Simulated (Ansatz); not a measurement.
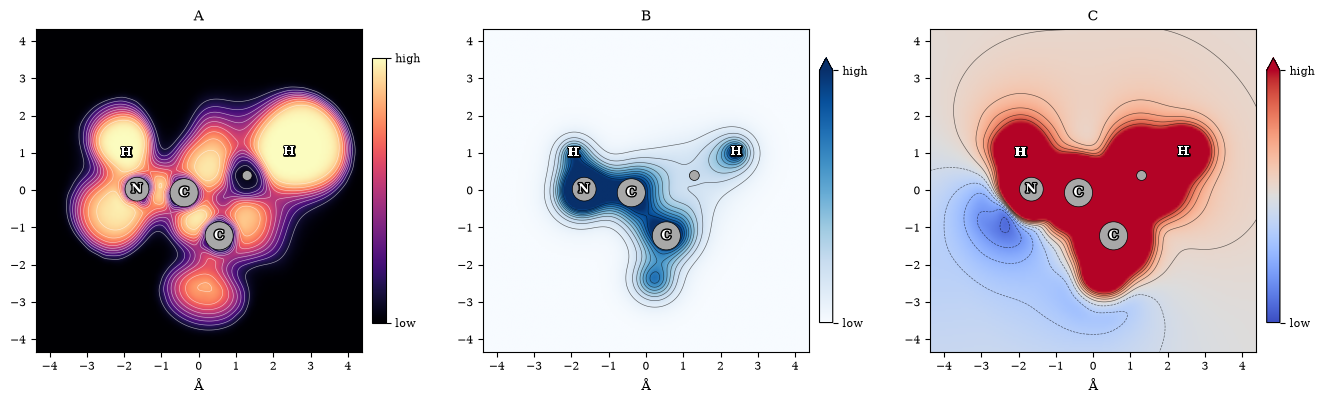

C2H4FNSi (SMILES N=C1[SiH2]C1F): 3 fields on the plane of atoms N1, C2 and C4, with unlabelled colour scales. Grey discs cover the atomic cores.

The calculation used RKS B3LYP-D4/6-31G* (Ansatz).

Q: Which field does each panel show? The fields are: electron density, electron localisation function and electrostatic potential.

A: Panel A: electron localisation function. Panel B: electron density. Panel C: electrostatic potential (strongly positive close to the atoms, with negative regions outside electron-rich atoms). From the grid: C–N (1.27 Å): the density is about 2.8 e/Å³ at the midpoint; the ELF peaks at about 0.90 between the atoms (a multiple bond). C–C (1.49 Å): ρ is about 1.8 e/Å³ halfway; the ELF peaks at about 0.95 between the atoms: a covalent bond.
